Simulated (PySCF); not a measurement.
**C₂HF₂N: NMR shielding calculation**

C₂HF₂N (Difluoroacetonitrile), SMILES N#CC(F)F, computed with GIAO wB97X-D/pcSseg-2 NMR shielding, non-relativistic, IEF-PCM chloroform (PySCF 2.14.0).

The geometry comes from this level: PBE0-D3(BJ)/def2-TZVP. Figures and captions count atoms from 1; the log counts them from 0 in places.

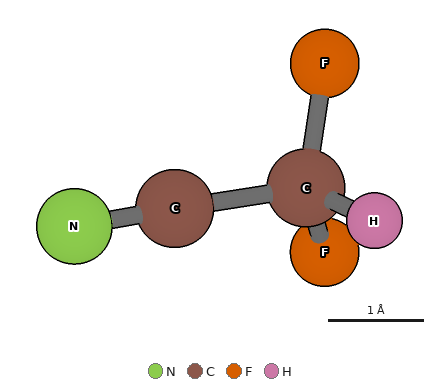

Fig. 1: The input geometry (ball-and-stick view, seen at a tilt).

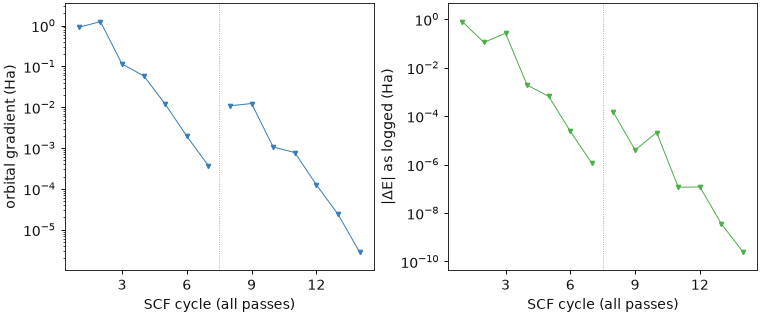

Fig. 2: Convergence of the self-consistent field: orbital gradient and size of the energy change against the SCF cycle. The dotted line marks the change from a coarse to the final integration grid. The first 7 cycles use a coarse grid, the final grid takes over at cycle 8, and the field converges after 14 cycles in all.

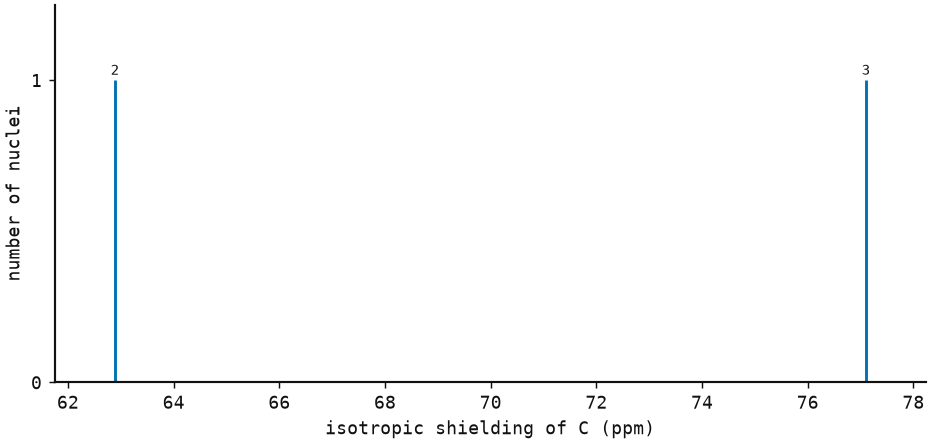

Fig. 3: Isotropic shieldings of the carbon nuclei in this fixed geometry, labelled by atom number; shielding grows to the right, so chemical shift grows to the left. The least shielded is C2 (62.9 ppm), the most shielded C3 (77.1 ppm).

The input that produced these results follows, with the program's output.

### Input file
```
{"job": {"kind": "nmr", "xc": "wB97X-D", "basis": "pcSseg-2", "pop": false, "solvent": "chloroform"}, "charge": 0, "multiplicity": 1}
N      2.144813     0.240735    -0.035985
C      1.005974     0.105367    -0.020259
C     -0.464853    -0.005729    -0.002007
F     -0.878878    -0.693575    -1.080585
F     -0.854775    -0.662275     1.104964
H     -0.928303     0.985651    -0.010896
```

The first line tells a small driver script what to run in PySCF; the rest is the geometry in Å.

Run as:
```bash
OMP_NUM_THREADS=1 python <driver script> task.json out
```

### The program's output
```
coarse grid: 6032 points
cycle   1  E = -331.0900007845  dE =  7.968e-01  |g| = 9.074e-01  |ddm| = 1.779e+00
cycle   2  E = -330.9794161557  dE =  1.106e-01  |g| = 1.250e+00  |ddm| = 8.885e-01
cycle   3  E = -331.2438680483  dE = -2.645e-01  |g| = 1.143e-01  |ddm| = 5.437e-01
cycle   4  E = -331.2457851075  dE = -1.917e-03  |g| = 5.922e-02  |ddm| = 7.871e-02
cycle   5  E = -331.2464409249  dE = -6.558e-04  |g| = 1.195e-02  |ddm| = 3.553e-02
cycle   6  E = -331.2464645835  dE = -2.366e-05  |g| = 1.948e-03  |ddm| = 7.376e-03
cycle   7  E = -331.2464657142  dE = -1.131e-06  |g| = 3.699e-04  |ddm| = 2.674e-03
final grid: 61992 points
cycle   8  E = -331.2506950686  dE = -1.415e-04  |g| = 1.087e-02  |ddm| = 4.258e-02
cycle   9  E = -331.2506910673  dE =  4.001e-06  |g| = 1.233e-02  |ddm| = 9.069e-03
cycle  10  E = -331.2507120801  dE = -2.101e-05  |g| = 1.059e-03  |ddm| = 4.715e-03
cycle  11  E = -331.2507121961  dE = -1.159e-07  |g| = 7.770e-04  |ddm| = 8.974e-04
cycle  12  E = -331.2507123156  dE = -1.195e-07  |g| = 1.260e-04  |ddm| = 4.361e-04
cycle  13  E = -331.2507123191  dE = -3.528e-09  |g| = 2.396e-05  |ddm| = 8.736e-05
cycle  14  E = -331.2507123194  dE = -2.458e-10  |g| = 2.848e-06  |ddm| = 3.714e-05
converged SCF energy = -331.2507123194

GIAO shielding tensors (ppm)
atom      isotropic    diamagn.    paramagn.     s11        s22        s33       span
  0 N      -39.490     331.312    -370.802   -200.596   -199.524    281.649    482.246
  1 C       62.884     264.829    -201.945    -54.667    -51.812    295.130    349.798
  2 C       77.097     236.939    -159.842     53.945     78.024     99.320     45.375
  3 F      311.921     466.745    -154.823    191.172    340.508    404.084    212.912
  4 F      311.900     466.790    -154.890    191.061    340.647    403.992    212.931
  5 H       25.188      27.083      -1.896     23.326     23.612     28.625      5.299
```

### Results in brief

- outcome: converged
- total energy: −331.250712 hartree
- HOMO: −12.57 eV
- LUMO: 1.29 eV
- dipole moment: 3.00 D
- isotropic shielding, N: −39.5 ppm
- isotropic shielding, C: 62.9 to 77.1 ppm
- isotropic shielding, F: 311.9 ppm
- isotropic shielding, H: 25.2 ppm
- hardware: 1 CPU thread, shared host
- wall time: 22 s
- peak memory: 0.78 GiB
